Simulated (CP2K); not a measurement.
**doublet [GeCl2]+ at 3 levels**

Wanted: a comparison of 3 runs (UB3LYP/6-31G*, PM6, GFN2-xTB) of doublet [GeCl2]+. 

The calculation is run with CP2K 2026.2.

1 further run of the same task is left out (it didn't finish).

### Step 1. The structure to begin with

The species is [GeCl2]+ (3 atoms), meant as a doublet with charge +1. SMILES of the parent species: `Cl[Ge]Cl`. Geometry: relaxed at PBE0-D4/def2-TZVP. That shape belongs to the parent species and isn't relaxed for this state.

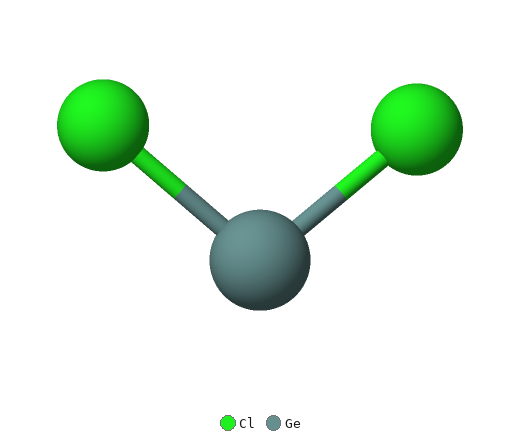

Viewed from a chosen angle; chlorine green, germanium teal.

### Step 2. The energy at UB3LYP/6-31G(d) (spherical functions) (run 1)

qs.inp

```
&GLOBAL
    PROJECT qs
    RUN_TYPE ENERGY
    PRINT_LEVEL MEDIUM
&END GLOBAL

&FORCE_EVAL
    METHOD QS
    &DFT
        BASIS_SET_FILE_NAME ./6_31gs.basis
        POTENTIAL_FILE_NAME POTENTIAL
        CHARGE 1
        MULTIPLICITY 2
        LSD T
        &QS
            METHOD GAPW
            EPS_DEFAULT 1.0E-10
        &END QS
        # real-space grids
        &MGRID
            CUTOFF 280
            REL_CUTOFF 50
            NGRIDS 4
        &END MGRID
        &POISSON
            PERIODIC NONE
            POISSON_SOLVER MULTIPOLE
        &END POISSON
        &SCF
            SCF_GUESS ATOMIC
            EPS_SCF 1.0E-06
            MAX_SCF 60
            ADDED_MOS 3
            &DIAGONALIZATION
                ALGORITHM STANDARD
            &END DIAGONALIZATION
            &MIXING
                METHOD DIRECT_P_MIXING
                ALPHA 0.4
            &END MIXING
        &END SCF
        # exchange and correlation
        &XC
            &XC_FUNCTIONAL
                &HYB_GGA_XC_B3LYP
                &END HYB_GGA_XC_B3LYP
            &END XC_FUNCTIONAL
            &HF
                FRACTION 0.2
                &SCREENING
                    EPS_SCHWARZ 1.0E-10
                &END SCREENING
                &MEMORY
                    MAX_MEMORY 1050
                &END MEMORY
            &END HF
        &END XC
        &PRINT
            &MOMENTS
                PERIODIC F
                REFERENCE COM
                MAX_MOMENT 1
            &END MOMENTS
            &MO ON
                ENERGIES T
                OCCUPATION_NUMBERS T
                NDIGITS 6
                &EACH
                    QS_SCF 0
                &END EACH
                ADD_LAST NUMERIC
            &END MO
            &LOWDIN ON
            &END LOWDIN
            &HIRSHFELD OFF
            &END HIRSHFELD
        &END PRINT
    &END DFT
    # atoms, cell and kinds
    &SUBSYS
        &CELL
            ABC 7.9 10.3 8.3
            PERIODIC NONE
        &END CELL
        &COORD
            UNIT bohr
            Cl    -0.1236259    -3.1779146     0.7988628
            Ge    -0.7959715     0.1269329    -1.5722899
            Cl     0.9195974     3.0509628     0.7734082
        &END COORD
        &TOPOLOGY
            &CENTER_COORDINATES
            &END CENTER_COORDINATES
        &END TOPOLOGY
        &KIND Cl
            BASIS_SET 6-31Gs
            POTENTIAL ALL
            LEBEDEV_GRID 194
            RADIAL_GRID 100
        &END KIND
        &KIND Ge
            BASIS_SET 6-31Gs
            POTENTIAL ALL
            LEBEDEV_GRID 194
            RADIAL_GRID 100
        &END KIND
    &END SUBSYS
&END FORCE_EVAL
```

Launch:

```bash
$ OMP_NUM_THREADS=1 cp2k.psmp qs.inp > qs.out
```

Standard output:

```text
CP2K| version string:                                       CP2K version 2026.2
[...]
 GLOBAL| Method name                                                        CP2K
[...]
 GLOBAL| Run type                                                         ENERGY
[...]
 DFT| Spin unrestricted (spin-polarized) Kohn-Sham calculation               UKS
 DFT| Multiplicity                                                             2
[...]
 DFT| Charge                                                                   1
[...]
 FUNCTIONAL| HYB_GGA_XC_B3LYP:
[...]
 QS| Method:                                                                GAPW
[...]
 QS| Density cutoff [a.u.]:                                                140.0
[...]
 QS| Relative density cutoff [a.u.]:                                        25.0
[...]
                             - Atoms:                                          3
[...]
                             - Spherical basis functions:                     68
[...]
 Number of electrons:                                                         33
[...]
     1 P_Mix/Diag. 0.40E+00   11.3     0.41472441     -2970.4304270546 -2.97E+03
[...]
    19 DIIS/Diag.  0.74E-06    3.7     0.00000099     -2996.8612682308 -1.14E-11
  *** SCF run converged in    19 steps ***
[...]
  Overlap energy of the core charge distribution:               0.00000031629971
  Self energy of the core charge distribution:               -932.62016163869862
  Core Hamiltonian energy:                                  -2235.21165295536321
  Hartree energy:                                             134.73879633515176
  Exchange-correlation energy:                                -16.81924382145052
  Hartree-Fock Exchange energy:                               -26.43166040801654
[...]
 ENERGY| Total FORCE_EVAL ( QS ) energy [hartree]          -2996.861268230764381
[...]
```

It took 88 s on 1 thread of Intel Xeon at 2.70GHz, shared host; peak memory 0.6 GiB.

### Step 3. The energy at PM6 (run 2)

molecule.xyz

```xyz
3

Cl    -0.065420    -1.681680     0.422740
Ge    -0.421210     0.067170    -0.832020
Cl     0.486630     1.614500     0.409270
```

qs.inp

```
&GLOBAL
 PROJECT qs
 RUN_TYPE ENERGY
 PRINT_LEVEL MEDIUM
&END GLOBAL

&FORCE_EVAL
 METHOD Quickstep
 &DFT
  CHARGE 1
  MULTIPLICITY 2
  UNRESTRICTED_KOHN_SHAM T
  &QS
   METHOD PM6
   EPS_DEFAULT 1.0E-10
   &SE
    &COULOMB
     CUTOFF [angstrom] 50
     RC_RANGE [angstrom] 0
    &END COULOMB
    &EXCHANGE
     CUTOFF [angstrom] 50
     RC_RANGE [angstrom] 0
    &END EXCHANGE
   &END SE
  &END QS
  &POISSON
   PERIODIC NONE
   POISSON_SOLVER ANALYTIC
  &END POISSON
  &SCF
   SCF_GUESS ATOMIC
   EPS_SCF 1.0E-07
   MAX_SCF 80
   ADDED_MOS 2
   &DIAGONALIZATION
    ALGORITHM STANDARD
   &END DIAGONALIZATION
   &MIXING
    METHOD DIRECT_P_MIXING
    ALPHA 0.4
   &END MIXING
  &END SCF
  &PRINT
   &MOMENTS
    PERIODIC F
    REFERENCE COM
    MAX_MOMENT 1
   &END MOMENTS
   &MO ON
    ENERGIES T
    OCCUPATION_NUMBERS T
    NDIGITS 6
    &EACH
     QS_SCF 0
    &END EACH
    ADD_LAST NUMERIC
   &END MO
   &HIRSHFELD OFF
   &END HIRSHFELD
  &END PRINT
 &END DFT
 &SUBSYS
  &CELL
   ABC 12.9 15.3 13.3
   PERIODIC NONE
  &END CELL
  &TOPOLOGY
   COORD_FILE_NAME molecule.xyz
   COORD_FILE_FORMAT XYZ
   &CENTER_COORDINATES
   &END CENTER_COORDINATES
  &END TOPOLOGY
 &END SUBSYS
&END FORCE_EVAL
```

Launch:

```bash
$ OMP_NUM_THREADS=1 cp2k.psmp -i qs.inp > qs.out 2>&1
```

Standard output:

```text
CP2K| version string:                                       CP2K version 2026.2
[...]
 GLOBAL| Method name                                                        CP2K
[...]
 GLOBAL| Run type                                                         ENERGY
[...]
                             - Atoms:                                          3
[...]
                             - Spherical basis functions:                     22
[...]
 Number of electrons:                                                          9
[...]
     1 P_Mix/Diag. 0.40E+00    0.0     0.51736643       -21.3560664882 -2.14E+01
[...]
    26 DIIS/Diag.  0.88E-07    0.0     0.00000006       -21.3576485778 -3.98E-13
  *** SCF run converged in    26 steps ***
  Core-core repulsion energy [eV]:                            501.05293584101628
  Core Hamiltonian energy [eV]:                              -899.42675456803727
  Two-electron integral energy [eV]:                         -365.59470999583755
  Electronic energy [eV]:                                   -1082.22410956595604
  Total energy [eV]:                                         -581.17117372493976
  Atomic reference energy [eV]:                               588.88668858652443
  Heat of formation [kcal/mol]:                               177.92401361018815
[...]
 SE_DIPOLE| Moment [Debye]          1.74527975      -0.27857946       3.44753408
 SE_DIPOLE| Derivative [a.u.]       0.00000000       0.00000000       0.00000000
 ENERGY| Total FORCE_EVAL ( QS ) energy [hartree]            -21.357648577836393
[...]
```

Run time: 1.2 s. Hardware: 1 thread of Intel Xeon at 2.70GHz, shared host; peak memory 0.26 GiB.

### Step 4. The energy at GFN2-xTB (run 3)

gas.inp

```
&GLOBAL
  PROJECT_NAME gas
  RUN_TYPE ENERGY
  PRINT_LEVEL MEDIUM
&END

&FORCE_EVAL
  METHOD Quickstep
  &DFT
    CHARGE 1
    MULTIPLICITY 2
    SPIN_POLARIZED T
    &QS
      METHOD XTB
      EPS_DEFAULT 1.0E-10
      &XTB
        GFN_TYPE TBLITE
        &TBLITE
          METHOD GFN2
        &END
        CHECK_ATOMIC_CHARGES F
      &END
    &END
    ! isolated system
    &POISSON
      PERIODIC NONE
      POISSON_SOLVER ANALYTIC
    &END
    &SCF
      SCF_GUESS ATOMIC
      EPS_SCF 1.0E-06
      MAX_SCF 150
      ADDED_MOS 2
      &DIAGONALIZATION
        ALGORITHM STANDARD
      &END
      &MIXING
        METHOD DIRECT_P_MIXING
        ALPHA 0.4
      &END
      &SMEAR ON
        METHOD FERMI_DIRAC
        ELECTRONIC_TEMPERATURE [K] 300
        FIXED_MAGNETIC_MOMENT 1.0
      &END
    &END
    ! extra output
    &PRINT
      &MOMENTS
        PERIODIC F
        REFERENCE COM
        MAX_MOMENT 1
      &END
      &MO ON
        ENERGIES T
        OCCUPATION_NUMBERS T
        NDIGITS 6
        &EACH
          QS_SCF 0
        &END
        ADD_LAST NUMERIC
      &END
      &HIRSHFELD OFF
      &END
    &END
  &END
  ! atoms, cell and kinds
  &SUBSYS
    ! box in angstrom
    &CELL
      ABC [angstrom] 8.9 11.3 9.3
      PERIODIC NONE
    &END
    &COORD
      Cl    -0.065420    -1.681680     0.422740
      Ge    -0.421210     0.067170    -0.832020
      Cl     0.486630     1.614500     0.409270
    &END
    &TOPOLOGY
      &CENTER_COORDINATES
      &END
    &END
  &END
&END
```

Launch:

```bash
$ OMP_NUM_THREADS=1 cp2k.psmp -i gas.inp > gas.out 2>&1
```

Standard output:

```text
CP2K| version string:                                       CP2K version 2026.2
[...]
 GLOBAL| Method name                                                        CP2K
[...]
 GLOBAL| Run type                                                         ENERGY
[...]
                             - Atoms:                                          3
[...]
                             - Spherical basis functions:                     27
[...]
 Number of electrons:                                                          9
[...]
  *** SCF run converged in    23 steps ***
[...]
  Fermi energy:                                                -0.60653904283642
[...]
 TB_DIPOLE| Moment [Debye]         -0.02523641       0.00409550      -0.04987264
 TB_DIPOLE| Derivative [a.u.]       0.00000000       0.00000000       0.00000000
[...]
 ENERGY| Total FORCE_EVAL ( QS ) energy [hartree]            -10.631723042314960
[...]
```

It took 1.3 s on 1 thread of Intel Xeon at 2.70GHz, shared host; peak memory 0.26 GiB.

### Step 5. All runs side by side

| run | level | scheme | SCF convergence threshold | energy (Eh) | HOMO energy (eV) | LUMO energy (eV) | wall time |
| --- | --- | --- | --- | --- | --- | --- | --- |
| 1 | UB3LYP/6-31G* (spherical functions) | GAPW | 1e-06 | -2996.861268 | -14.79 | -12.83 | 88 s |
| 2 | PM6 | – | 1e-07 | -21.357649 | -15.69 | -9.65 | 1.2 s |
| 3 | GFN2-xTB | – | 1e-06 | -10.631723 | -18.03 | -17.84 | 1.3 s |

### Step 6. Results

| quantity | value |
| --- | --- |
| run 3: total energy | -10.63172 Eh |
| run 3: HOMO energy (highest over α and β) | -18.03 eV |
| run 3: LUMO energy (lowest over α and β) | -17.84 eV |
| run 3: dispersion energy | -5.65 kJ/mol |

Force-field and semi-empirical energies have zeros of their own, so their totals don't compare. All runs together took 90 s, the longest 88 s.
